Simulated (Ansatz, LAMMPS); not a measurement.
# A frame of liquid K2Si2O5 from 1350 K (117 atoms): geometry optimisation

Aim: bring a frame of liquid K2Si2O5 from 1350 K (117 atoms) to a nearby minimum of the energy and see what moves.

Program: Ansatz 0.2.0. Level of theory: Kohn-Sham DFT, PBE, PAW (set soft_2), plane waves. Results are calculated unless marked as measured.

## 1. The starting structure

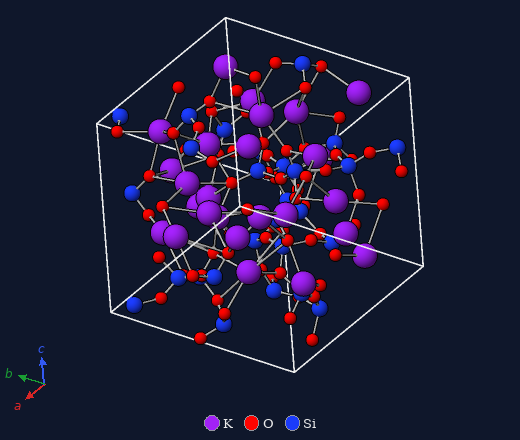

The cell as given, from a free direction (potassium purple, oxygen red, silicon blue). Bonds to atoms that aren't drawn are left out. Some periodic images of atoms are drawn too.

The cell holds 117 atoms: 26 K, 65 O and 26 Si. Cell: a = 12.768 Å, b = 12.768 Å, c = 12.768 Å, α = 90.0°, β = 90.0°, γ = 90.0°. 117 atoms (26 K, 65 O, 26 Si) placed at random at 2.18 g/cm³, melted at 4500 K for 20 ps at fixed volume with the Morse and Coulomb pair potential with partial charges (Pedone, Malavasi, Menziani, Cormack and Segre, J. Phys. Chem. B 110, 11780 (2006)). Snapshot at the end of a hold of 20 ps at 1350 K and zero pressure.

Before any run, some limits are plain. The starting topology of bonds comes from the classical model. Only the Γ point is sampled, in a cell whose shortest periodic width is 13 Å.

## 2. The classical run that made the cell

A classical potential makes the cell, at a small fraction of what the same run would cost in DFT.

This step: classical MD, Morse and Coulomb pair potential with partial charges (Pedone, Malavasi, Menziani, Cormack and Segre, J. Phys. Chem. B 110, 11780 (2006)) (LAMMPS 22 Jul 2025 - Update 4).

in.lmp reads:

```
# melt-quench of K26O65Si26
units metal
atom_style charge
boundary p p p
region box block 0 12.8576 0 12.8576 0 12.8576
create_box 3 box
mass 1 39.0983   # K
mass 2 15.9990   # O
mass 3 28.0850   # Si
create_atoms 1 random 26 321873 NULL overlap 1.5 maxtry 2000
create_atoms 2 random 65 321880 NULL overlap 1.5 maxtry 2000
create_atoms 3 random 26 321887 NULL overlap 1.5 maxtry 2000
pair_style hybrid/overlay pedone 5.5 coul/long 8.0
pair_coeff * * coul/long
pair_coeff 1 2 pedone 0.011612 2.062605 3.305308 5   # K-O
pair_coeff 2 2 pedone 0.042395 1.379316 3.618701 22   # O-O
pair_coeff 2 3 pedone 0.340554 2.006700 2.100000 1   # Si-O
set type 1 charge 0.6
set type 2 charge -1.2
set type 3 charge 2.4
kspace_style pppm 1.0e-4
neigh_modify delay 0 every 1 check yes
thermo_style custom step time temp pe press density
thermo_modify norm yes
timestep 0.002
thermo 100
min_style cg
minimize 1e-4 1e-4 200 2000
reset_timestep 0
velocity all create 4500 321874 mom yes dist gaussian
fix lim all nve/limit 0.05
fix lan all langevin 4500 4500 0.2 321875 zero yes
thermo 500
run 1000 post no
# [... 14 lines left out ...]
compute msd all msd com yes
thermo 2500
fix md all npt temp 1350 1350 0.2 iso 0 0 2
run 10000 post no
print "== T1350: mean square displacement over the hold $(c_msd[4]:%.2f) A^2"
unfix md
uncompute msd
write_dump all custom T1350.dump id type xs ys zs modify sort id
```

On the command line:

```sh
> lmp -in in.lmp -log none -nocite
```

Numbers of over 12 decimals in the logs are rounded to 6 here.

Output:

```text
LAMMPS (22 Jul 2025 - Update 4)
Created orthogonal box = (0 0 0) to (12.8576 12.8576 12.8576)
Created 26 atoms
Created 65 atoms
Created 26 atoms
PPPM initialization ...
  G vector (1/distance) = 0.36691511
  grid = 12 12 12
  estimated relative force accuracy = 9.1747695e-05
   Step          Time           Temp          PotEng         Press         Density
         0   0              0             -1.4004308      498017.51      2.1770062
       100   0.2            0             -12.759134     -20196.244      2.1770062
       115   0.23           0             -12.792421     -19694.311      2.1770062
Loop time of 0.0829373 s on 1 MPI rank(s) for 115 steps with 117 atoms
Minimization stats:
  Stopping criterion = energy tolerance
  Energy initial, next-to-last, final =
     -1.40043077626243  -12.7911878053136  -12.7924208890767
  Force two-norm initial, final = 321.07038 2.3516614
  Iterations, force evaluations = 115 147
   Step          Time           Temp          PotEng         Press         Density
         0   0              4500          -12.792421      14211.529      2.1770062
       500   1              2055.0257     -12.583885      215.111        2.1770062
      1000   2              2064.1126     -12.609668      555.60877      2.1770062
Loop time of 0.455866 s on 1 MPI rank(s) for 1000 steps with 117 atoms
   Step          Time           Temp          PotEng         Press         Density
      1000   2              2064.1126     -12.609668      555.60877      2.1770062
      1666   3.332          4998.4311     -12.188974      32851.226      2.1770062
      3332   6.664          4347.6338     -12.234717      29940.373      2.1770062
      4998   9.996          4429.6776     -12.124294      376.27508      2.1770062
      6664   13.328         3921.4452     -12.207341      20394.201      2.1770062
      8330   16.66          4251.027      -12.211395      31279.904      2.1770062
[... 2 lines left out ...]
Loop time of 4.71271 s on 1 MPI rank(s) for 10000 steps with 117 atoms
   Step          Time           Temp          PotEng         Press         Density
[... 5 lines left out ...]
Loop time of 2.27997 s on 1 MPI rank(s) for 5000 steps with 117 atoms
   Step          Time           Temp          PotEng         Press         Density
[... 4 lines left out ...]
Loop time of 3.06004 s on 1 MPI rank(s) for 5000 steps with 117 atoms
   Step          Time           Temp          PotEng         Press         Density
[... 2 lines left out ...]
     25000   50             1183.7929     -12.745891     -7431.7511      2.1667304
     27500   55             1287.8279     -12.74746      -3238.5486      2.0651415
     30000   60             1207.6204     -12.75194       1640.1182      2.0767137
     31000   62             1598.1709     -12.724366      9387.9543      2.2232109
Loop time of 6.12519 s on 1 MPI rank(s) for 10000 steps with 117 atoms
== T1350: mean square displacement over the hold 20.27 A^2
```

Wall time 17 s (1 thread of Arm Neoverse V1, shared host); peak memory 0.07 GiB.

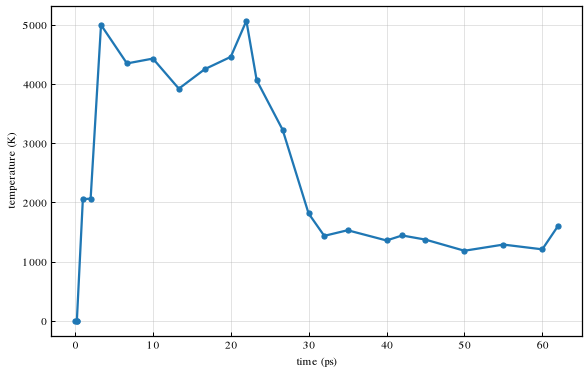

Temperature, plotted against time.

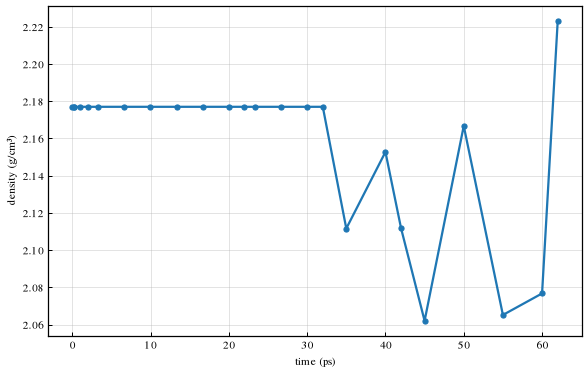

Density against time.

## 3. Single point at the start

The forces at the start show how far the geometry lies from a minimum of this functional.

input.yaml reads:

```yaml
crystal:
  lattice:
    - [12.7679, 0.0, 0.0]
    - [0.0, 12.7679, 0.0]
    - [0.0, 0.0, 12.7679]
  atoms:
    - { symbol: K, position: [0.02889, 0.26555, 0.85142] }
    - { symbol: K, position: [0.44219, 0.33897, 0.0491] }
    - { symbol: K, position: [0.2036, 0.68487, 0.69788] }
    - { symbol: K, position: [0.8661, 0.77785, 0.41803] }
    - { symbol: K, position: [0.32117, 0.64772, 0.23482] }
    - { symbol: K, position: [0.11021, 0.37717, 0.28714] }
    - { symbol: K, position: [0.07041, 0.87192, 0.39794] }
    - { symbol: K, position: [0.38571, 0.58848, 0.90488] }
    - { symbol: K, position: [0.62184, 0.05614, 0.8989] }
    - { symbol: K, position: [0.96039, 0.49498, 0.70032] }
    - { symbol: K, position: [0.31896, 0.17512, 0.29776] }
    - { symbol: K, position: [0.04546, 0.71307, 0.07149] }
    - { symbol: K, position: [0.28068, 0.81184, 0.05134] }
    - { symbol: K, position: [0.7824, 0.57209, 0.62031] }
    - { symbol: K, position: [0.57614, 0.71109, 0.74365] }
    - { symbol: K, position: [0.18315, 0.88141, 0.87972] }
    - { symbol: K, position: [0.65883, 0.62652, 0.43173] }
    - { symbol: K, position: [0.31551, 0.40354, 0.86876] }
    - { symbol: K, position: [0.65421, 0.4771, 0.18586] }
    - { symbol: K, position: [0.63918, 0.79551, 0.54576] }
    - { symbol: K, position: [0.08523, 0.49261, 0.47548] }
    - { symbol: K, position: [0.51682, 0.77949, 0.32319] }
    - { symbol: K, position: [0.69964, 0.87655, 0.82924] }
    - { symbol: K, position: [0.53242, 0.96284, 0.15] }
    - { symbol: K, position: [0.93421, 0.64962, 0.82659] }
    - { symbol: K, position: [0.13733, 0.21702, 0.06451] }
    - { symbol: O, position: [0.88696, 0.48473, 0.16445] }
    - { symbol: O, position: [0.61758, 0.19736, 0.68902] }
    - { symbol: O, position: [0.01988, 0.9529, 0.63799] }
    - { symbol: O, position: [0.89778, 0.37824, 0.5533] }
    - { symbol: O, position: [0.94881, 0.11011, 0.72144] }
    - { symbol: O, position: [0.67361, 0.28738, 0.25123] }
    - { symbol: O, position: [0.12189, 0.15799, 0.62077] }
    - { symbol: O, position: [0.03217, 0.17408, 0.29107] }
    - { symbol: O, position: [0.46823, 0.72671, 0.10224] }
    - { symbol: O, position: [0.25334, 0.31126, 0.55237] }
    - { symbol: O, position: [0.02377, 0.94033, 0.01581] }
    - { symbol: O, position: [0.98003, 0.5252, 0.00262] }
    - { symbol: O, position: [0.47945, 0.57365, 0.37647] }
    - { symbol: O, position: [0.6247, 0.95502, 0.36347] }
    - { symbol: O, position: [0.84875, 0.82932, 0.04458] }
    - { symbol: O, position: [0.57505, 0.85262, 0.00089] }
    - { symbol: O, position: [0.8537, 0.69004, 0.212] }
    - { symbol: O, position: [0.69332, 0.09263, 0.2004] }
    - { symbol: O, position: [0.31572, 0.19834, 0.70461] }
    - { symbol: O, position: [0.77306, 0.53887, 0.01157] }
    - { symbol: O, position: [0.8427, 0.00619, 0.08128] }
    - { symbol: O, position: [0.17758, 0.60438, 0.98607] }
    - { symbol: O, position: [0.02258, 0.60017, 0.29689] }
    - { symbol: O, position: [0.28667, 0.11051, 0.50418] }
    - { symbol: O, position: [0.77057, 0.88331, 0.20017] }
    - { symbol: O, position: [0.71076, 0.55498, 0.81351] }
    - { symbol: O, position: [2.0e-05, 0.08177, 0.47734] }
    - { symbol: O, position: [0.31494, 0.44223, 0.39666] }
    - { symbol: O, position: [0.41437, 0.44155, 0.55782] }
    - { symbol: O, position: [0.80309, 0.17233, 0.8657] }
    - { symbol: O, position: [0.05036, 0.82048, 0.77033] }
    - { symbol: O, position: [0.58735, 0.66789, 0.9376] }
    - { symbol: O, position: [0.4105, 0.43265, 0.23035] }
    - { symbol: O, position: [0.79784, 0.2128, 0.59196] }
    - { symbol: O, position: [0.87138, 0.9871, 0.88947] }
    - { symbol: O, position: [0.70336, 0.22736, 0.04732] }
    - { symbol: O, position: [0.59583, 0.58062, 0.59175] }
    - { symbol: O, position: [0.67462, 0.04629, 0.53685] }
    - { symbol: O, position: [0.71702, 0.31818, 0.45279] }
    - { symbol: O, position: [0.46621, 0.00917, 0.47961] }
    - { symbol: O, position: [0.48899, 0.23918, 0.8237] }
    - { symbol: O, position: [0.53469, 0.17499, 0.14422] }
    - { symbol: O, position: [0.33113, 0.94378, 0.62105] }
    - { symbol: O, position: [0.98426, 0.76029, 0.58304] }
    - { symbol: O, position: [0.85489, 0.35964, 0.97423] }
    - { symbol: O, position: [0.52691, 0.3659, 0.36933] }
    - { symbol: O, position: [0.53424, 0.93175, 0.71028] }
    - { symbol: O, position: [0.24405, 0.52719, 0.58181] }
    - { symbol: O, position: [0.75704, 0.06059, 0.72618] }
    - { symbol: O, position: [0.58242, 0.17134, 0.41181] }
    - { symbol: O, position: [0.84841, 0.84262, 0.68684] }
    - { symbol: O, position: [0.27423, 0.92444, 0.41417] }
    [... 33 atom lines left out ...]
    - { symbol: Si, position: [0.58622, 0.28952, 0.76671] }
    - { symbol: Si, position: [0.29959, 0.44751, 0.53028] }
    - { symbol: Si, position: [0.59721, 0.04431, 0.44667] }
    - { symbol: Si, position: [0.52184, 0.48428, 0.64488] }
    - { symbol: Si, position: [0.10339, 0.51062, 0.968] }
    - { symbol: Si, position: [0.56867, 0.73736, 0.02808] }
kpoints:
  mp_grid: { grid: [1, 1, 1] }
hamiltonian:
  xc: pbe
scf:
  occupations: { method: fermi_dirac, width: 0.116 }
output:
  forces: true
  stress: true
  populations: intrinsic
  dos:
    method: { smearing: { sigma: 0.08 } }
    de: 0.1
    projected: { site_lists: { K: [K], O: [O], Si: [Si] } }
  eigenvalues: true
```

On the command line:

```sh
> ansatz run input.yaml --threads 4 --pin off --max-ram 8192MiB --backend cpu --events-out ev --progress --plain --runs-dir out
```

Output:

```text
band count auto-derived: 485 (N_el = 728.0; filled up to band 364; 481 by the electrons, moments and atoms)
Engine: ansatz 0.2.0, aarch64-unknown-linux-gnu
Pseudopotentials: kind: paw
Pseudopotential: K, paw, valence charge 9, recommended cutoff 420 eV (normal), K.paw.azcp
Pseudopotential: O, paw, valence charge 6, recommended cutoff 420 eV (normal), O.paw.azcp
Pseudopotential: Si, paw, valence charge 4, recommended cutoff 420 eV (normal), Si.paw.azcp
Functional definition: PBE
  parameter kappa = 0.804
  parameter beta = 0.066725
  exchange = pbe_x(kappa = kappa, mu = beta*pi^2/3)
  correlation = pbe_c(beta = beta)
Crystal: 117 atoms, lattice volume = 2081.414 Å³
Basis set: ecut = 420 eV, 40651 PW (Γ), exchange–correlation on 180×180×180 points (8 copies of the dense FFT grid, shifted against one another)
Bands: 485, of which v1, the nominal top of the filled ones, is band 364 counted from 1 (363 counted from 0)
Symmetry: 1 space group operations
Space group: P1 (ITA 1), of the structure as read, at distance tolerance 1.3e-4 Å
k-points: 1
Non-local potential: K, projectors of the file, l = 0: 3, l = 1: 2, l = 2: 2
Non-local potential: O, projectors of the file, l = 0: 2, l = 1: 2, l = 2: 1
Non-local potential: Si, projectors of the file, l = 0: 2, l = 1: 2, l = 2: 2
PAW form: soft (Blöchl's): semilocal exchange-correlation on the pseudo side does not see the compensation charge
PAW one-centre angular grid: K, 110 points (default); XC on 64 Gauss nodes
PAW one-centre angular grid: O, 110 points (default); XC on 64 Gauss nodes
PAW one-centre angular grid: Si, 110 points (default); XC on 64 Gauss nodes
Initial density: superposition of atomic densities (neutral atoms: chi_scale 0, normalization atom), corrected by the library's trained network
Initial wavefunctions: pseudopotential atomic-orbital guess
Functional: x = pbe(κ = 0.804, μ = 0.219515), c = pbe(β = 0.066725)
SCF iter   1: F=—  HF=-93480.541448 eV  |F-HF|=—  |Δ(HF+E_count)|=         —  Δρ=2.89e-3  dr2=3.89e-1  ethr=1.77e-3  ⟨swp⟩=8.0  Hψ=2472  notcnv=0  defer=73
preconditioner: auto → Resta (q_TF=auto, 2.290 Å⁻¹)  ε∞=3.0  [insulator: Δε(μ)=1.390 eV  Ē_g=14.841 eV  σ=0.116 eV  W_gap=0.99  n_scr=436 (ndim 8)  ℏωp=21.2 eV  f_vac=0.198  D(μ)=0.09/eV (n_scr^D=0)  ε∞_Penn≈3.0]
SCF iter   2: F=—  HF=-93480.478929 eV  |F-HF|=—  |Δ(HF+E_count)|=   6.25e-2  Δρ=1.58e-3  dr2=1.04e-1  ethr=5.34e-5  ⟨swp⟩=2.0  Hψ=845  notcnv=0  defer=73
SCF iter   3: F=—  HF=-93480.466267 eV  |F-HF|=—  |Δ(HF+E_count)|=   1.27e-2  Δρ=1.04e-3  dr2=3.82e-2  ethr=1.43e-5  ⟨swp⟩=2.0  Hψ=675  notcnv=0  defer=73
SCF iter   4: F=—  HF=-93480.460949 eV  |F-HF|=—  |Δ(HF+E_count)|=   5.32e-3  Δρ=4.22e-4  dr2=4.86e-3  ethr=5.25e-6  ⟨swp⟩=2.0  Hψ=675  notcnv=0  defer=73
SCF iter   5: F=—  HF=-93480.461315 eV  |F-HF|=—  |Δ(HF+E_count)|=   3.67e-4  Δρ=2.90e-4  dr2=1.91e-3  ethr=6.68e-7  ⟨swp⟩=2.0  Hψ=872  notcnv=0  defer=94
SCF iter   6: F=—  HF=-93480.461415 eV  |F-HF|=—  |Δ(HF+E_count)|=   9.93e-5  Δρ=8.80e-5  dr2=1.95e-4  ethr=2.63e-7  ⟨swp⟩=2.0  Hψ=679  notcnv=0  defer=94
SCF iter   7: F=—  HF=-93480.461538 eV  |F-HF|=—  |Δ(HF+E_count)|=   1.23e-4  Δρ=4.32e-5  dr2=5.03e-5  ethr=2.68e-8  ⟨swp⟩=2.0  Hψ=679  notcnv=0  defer=94
SCF iter   8: F=—  HF=-93480.461902 eV  |F-HF|=—  |Δ(HF+E_count)|=   3.65e-4  Δρ=1.79e-5  dr2=9.38e-6  ethr=6.91e-9  ⟨swp⟩=3.0  Hψ=739  notcnv=0  defer=94
SCF iter   9: F=—  HF=-93480.461915 eV  |F-HF|=—  |Δ(HF+E_count)|=   1.27e-5  Δρ=1.17e-5  dr2=3.27e-6  ethr=1.29e-9  ⟨swp⟩=3.0  Hψ=694  notcnv=0  defer=94
SCF iter  10: F=—  HF=-93480.461917 eV  |F-HF|=—  |Δ(HF+E_count)|=   2.14e-6  Δρ=4.02e-6  dr2=5.11e-7  ethr=4.49e-10  ⟨swp⟩=3.0  Hψ=690  notcnv=0  defer=94
SCF iter  11: F=—  HF=-93480.461918 eV  |F-HF|=—  |Δ(HF+E_count)|=   8.18e-7  Δρ=2.20e-6  dr2=1.18e-7  ethr=7.02e-11  ⟨swp⟩=3.0  Hψ=680  notcnv=0  defer=94
SCF iter  12: F=-93480.461918 eV  HF=-93480.461918 eV  |F-HF|=1.04e-8  |Δ(HF+E_count)|=   1.04e-7  Δρ=1.55e-6  dr2=4.47e-8  ethr=1.37e-11  ⟨swp⟩=17.0  Hψ=3020  notcnv=0
SCF 1 converged in 12 iterations: F = -93480.461918 eV  dr2 = 4.47e-8
  greatest PAW one-centre occupation: 0.988 electrons in one spin orbital (limit 2), on the K atom at site 16 (counted from 0), in its partial waves of l = 0
SCF converged after 12 iterations
Free energy (F): -93480.461918 eV
Harris-Foulkes:  -93480.461918 eV  (|F-HF|=1.04e-8)
Internal energy: -93480.430211 eV  (E = F + TS)
E sigma→0 (E₀):  -93480.446064 eV
Entropy (-TS):   -0.031707 eV (-0.271 meV/atom)
Fermi energy:    5.001041 eV
--- Per-component energies (eV) ---
  E_band       = -4825.301979
  E_kinetic    = 19387.153543
  E_local      = -56859.591825  (includes V_loc(G=0)·N_el)
  E_nonlocal   = 4096.103331
  E_hartree    = 21735.056169
  E_xc         = -9821.366628
  E_vxc        = -11722.588676  (∫ρ·V_xc dr)
  E_paw        = -43987.646491  (= ΣΔE_a)
  E_vpaw       = -3196.654164  (= ΣTr[D̂ρ^β])
  E_aug_tail   = 0.164461  (compensation charges beyond the density's cutoff)
  E_ewald      = -28030.302771
  E_smearing   = -0.031707  (= −TS)
  E_closure    = 0.000000  (closes the sum)
  Σ components = -93480.461918   (vs F -93480.461918, Δ=0.00e0)
--- Forces (eV/Å), atoms counted from 1 ---
  atom   1  K      0.40630003     0.41716651    -0.33970833
  atom   2  K      0.53949258    -0.13640867     0.64990118
  atom   3  K     -0.00515897     0.25385717    -0.03767861
  atom   4  K      0.04271484    -0.03281983     0.02568337
  atom   5  K      0.39065535    -1.24929560     0.17193048
  atom   6  K     -0.18990483    -0.48473221    -0.50893611
  atom   7  K      1.13363583     0.59885123     0.53848312
  atom   8  K      0.93296607     1.76610131     0.52466625
  atom   9  K     -1.43107188     0.57018471     0.47294060
  atom  10  K      1.01066394    -1.62754757    -0.69602068
  atom  11  K      0.48982414     0.07334226     0.85269775
  atom  12  K     -1.15875327     0.83745713     0.70618944
  atom  13  K      1.17924714    -0.28111018     0.15241786
  atom  14  K     -0.17871332    -0.39046064     0.01347772
[...]
atom 116  Si    -1.48899879     0.50811093    -6.25040195
  atom 117  Si     0.05367763     2.66310493     6.51545639
  max |Σ_I F_I| component: 1.01e-4 eV/Å
--- Stress (GPa, compression-positive) ---
        3.622774      -3.743981       0.025271
       -3.743982       6.222818       0.596347
        0.025271       0.596347       4.274593
  P = ⅓ Tr σ = 4.7067 GPa (47.067 kbar)
--- Band table (eV) ---
  k-point 0: bands = ["-28.1021", "-27.9625", "-27.1121", "-27.0943", [... 469 levels ...], "11.3090", "11.3557", "11.3700", "11.3974", "11.4070", "11.4344", "11.4638", "11.4851", "11.4998", "11.5177", "11.5411", "11.5714"]
--- intrinsic populations: 117 sites ---
  site symbol       q [e]
     0      K      8.1177
     1      K      8.1630
     2      K      8.1579
[...]
116     Si      2.3801
  spilling = 0.000000 (of n_electrons = 728.000000)
```

Elapsed: 60 s, on 4 threads of Arm Neoverse V1, shared host; peak memory 2.9 GiB.

The column dr2 measures how far the density is from self-consistency, as an energy; F and HF (Harris–Foulkes) agree once it is small.

The run gave:

* free energy: -93480.4619 eV
* free energy per atom: -798.9783 eV/atom
* SCF cycles: 12
* pressure: 4.707 GPa
* r.m.s. force component: 2.504 eV/Å
* longest force: 12.28 eV/Å
* Fermi energy: 5.001 eV
* gap (highest filled to lowest empty level): 1.022 eV

The r.m.s. force component of 2.5 eV/Å and the pressure of 4.7 GPa set the starting point.

Length of the force by element:

```
element  coordination  atoms  mean length of the force (eV/Å)  spread   least  most
      K           all     26                             1.29   0.736  0.0597  2.97
      O           all     65                             3.38    2.52   0.650  11.9
     Si           all     26                             5.54    2.69    1.24  12.3
```

(Part 1 of 3 ends here.)

[Logs are printed without paths, hosts, clocks, repeated set-up lines and the standing remarks that a program may print on its own settings, such as how far it seeks lower states.]

[Hosts, paths, dates, database ids (printed as entryN), source tags and the programs' standing remarks are cut or masked in the printed files.]
